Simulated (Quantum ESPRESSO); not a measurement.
# Voltage at the next charge: Ba(110), 4 layers, one monolayer of F on longbridge sites against an electrode

**Set-up.** Quantum ESPRESSO 7.5, PBE, GBRV ultrasoft; ESM with bc3, a metal electrode 7.05 Å above the top atoms; cell area 17.819 Å²; ions fixed. V is the potential energy of an electron at the electrode over the slab's Fermi level, divided by e, so that it equals the work function at zero charge; positive charge removes electrons.

```
charge (e a cell)  V (V)
                0  2.055
           0.0267  3.532
           0.0535  5.123
```

To predict: What is V at a charge of 0.1069 e, and what capacitance do the rows imply?

**Fit.** The last two rows give dV/dq = (5.123 − 3.532)/(0.0535 − 0.0267) = 59.4 V/e, so C = 1602/(17.819 × 59.4) = 1.51 µF/cm², an effective gap of 8.854/1.51 = 5.85 Å. At constant C, V = 5.123 + 59.4 × 0.0534 = 8.29 V.

**Check.** V = 8.487 V; the estimate misses by −0.19 V, 5.8 % of the step. Over the three intervals C goes 1.63, 1.51 and 1.43 µF/cm²: it falls as electrons leave, the surface charge drawing back towards the atoms.

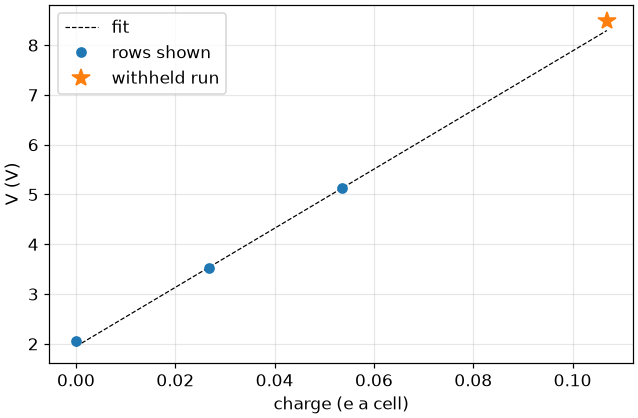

The rows shown, the fit and the withheld run.

Caveats: Vacuum fills the gap; a dielectric or electrolyte would change C. The slab is thin.

[Logs are printed without paths, hosts, clocks, repeated set-up lines and the standing remarks that a program may print on its own settings, such as how far it seeks lower states.]
